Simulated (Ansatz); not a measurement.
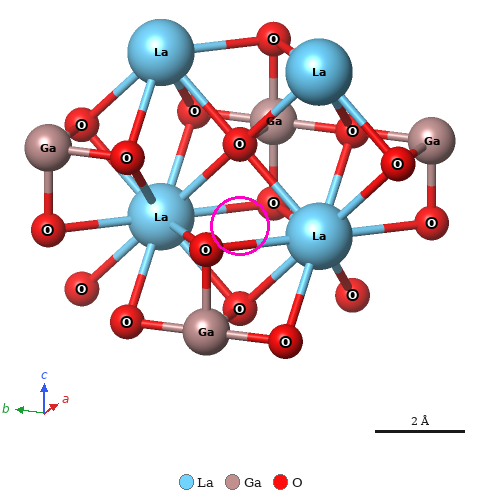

Perfect LaGaO3. Style: ball-and-stick. Shown: the atoms within 4.6 Å of one point, in a slice 4.2 Å thick across the line of sight, from a free direction.

All numbers below come from DFT, PBEsol, PAW, plane waves (Ansatz 0.2.0). (plane-wave cutoff 420 eV; k-point mesh 1 × 1 × 1; mesh shifted by (0.25, 0.25, 0.25); no spin polarisation) Fermi-Dirac smearing of 0.01 eV. The axes drawn are those of the host's conventional cell.

An extra oxygen atom is put between the host's atoms (an interstitial) at the ringed place, in charge state 0. The supercell has 40 sites, and the atoms are relaxed at the host's cell.

How do the neighbours respond?

Answer. The O atom starts with 2 La at 1.93 to 1.94 Å, 4 O at 1.93 to 1.94 Å around its place and ends with 1 O at 1.43 Å. Of the host's atoms, an oxygen atom moves furthest from its site, by 0.60 Å. The O atom itself moves 1.25 Å from where it was put.

The relaxed defect, seen from the same direction:

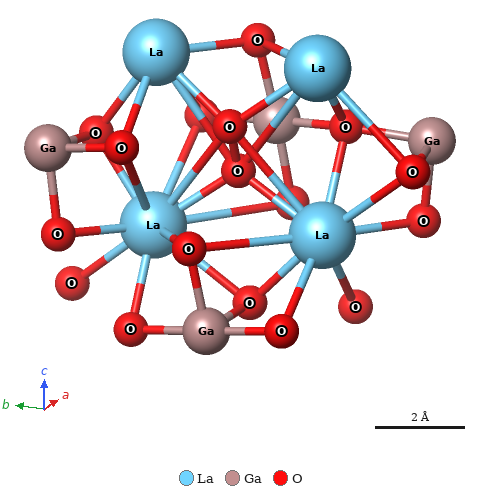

Limits of the set-up: the periodic images lie only 7.7 Å apart, so the values are limited by the cell's size.
